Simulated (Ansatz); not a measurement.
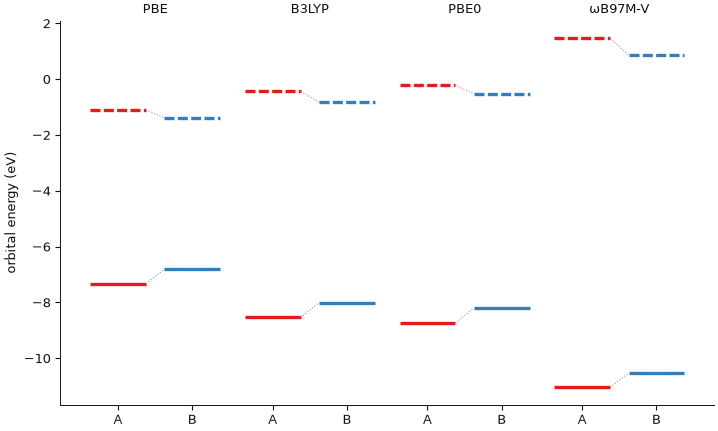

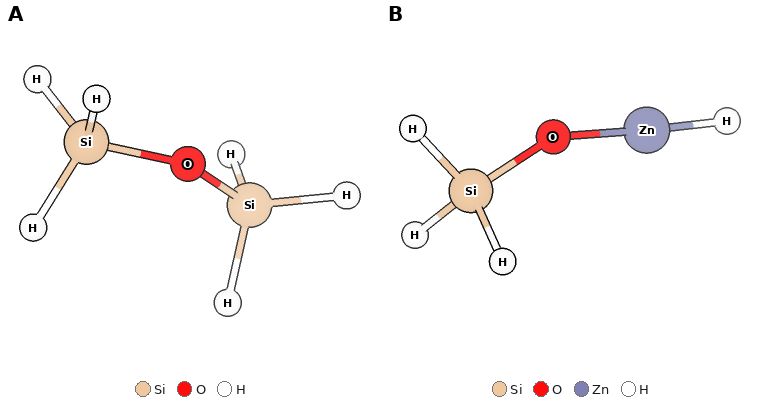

One change: A, Si₂H₆O (SMILES [SiH3]O[SiH3]), becomes B, ZnSiH₄O (SMILES [SiH3][O][ZnH]). SiH₃ on O is replaced by ZnH. HOMO (solid) and LUMO (dashed) computed in def2-TZVPP at PBE0-D4/def2-TZVP geometries, both minima by their frequencies, gas phase, the Ansatz code 0.2.0. Empty levels above zero depend strongly on the basis.

**What does the change do to HOMO and LUMO?**

PBE: the HOMO rises by 0.51 eV, the LUMO falls by 0.28 eV, and the separation goes from 6.22 to 5.43 eV. B3LYP: the HOMO rises by 0.54 eV, the LUMO falls by 0.39 eV, and the separation goes from 8.11 to 7.18 eV. PBE0: the HOMO rises by 0.53 eV, the LUMO falls by 0.31 eV, and the separation goes from 8.52 to 7.68 eV. ωB97M-V: the HOMO rises by 0.51 eV, the LUMO falls by 0.61 eV, and the separation goes from 12.51 to 11.39 eV.

**Do the functionals agree on the effect?**

They agree on the direction for both levels; the HOMO shift lies between 0.51 and 0.54 eV and the LUMO shift between −0.61 and −0.28 eV, while the separations themselves differ by up to 6.3 eV between functionals.
